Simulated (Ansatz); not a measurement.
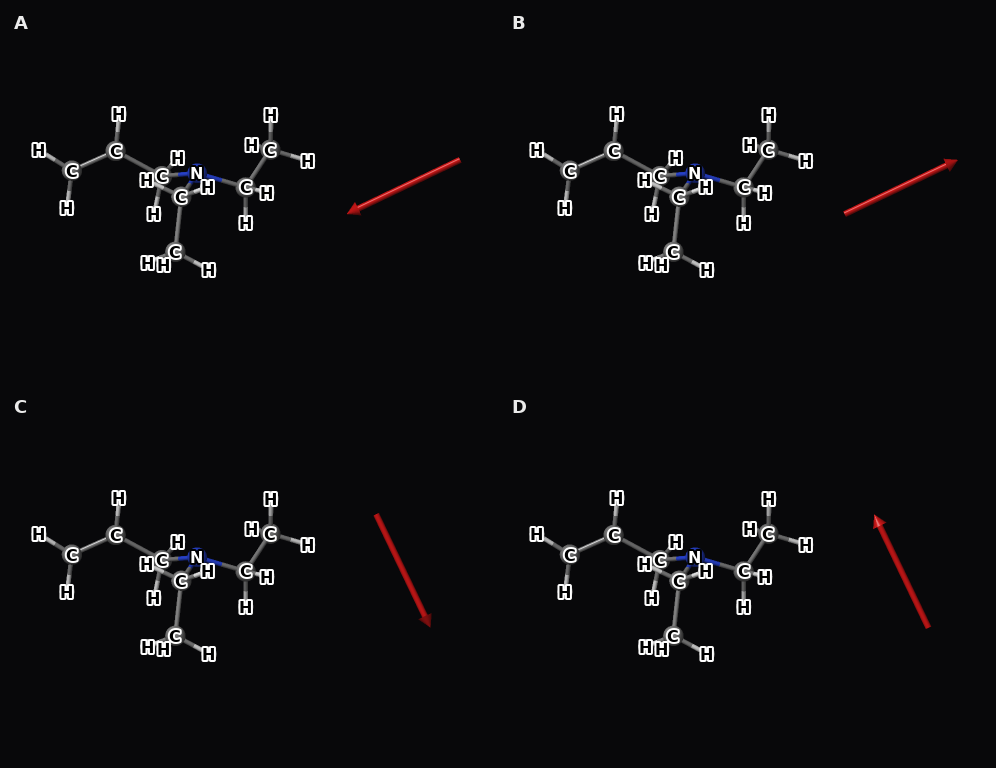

The same molecule four times, each with an arrow. Computed geometry: PBE0-D4/def2-TZVP optimisation. No frequency run is at hand to confirm it as a minimum. Method: RKS ωB97M-V/def2-TZVPP (Ansatz 0.2.0).

### Which arrow points along the dipole moment, from the negative to the positive end?

C. The dipole moment is 0.60 D.
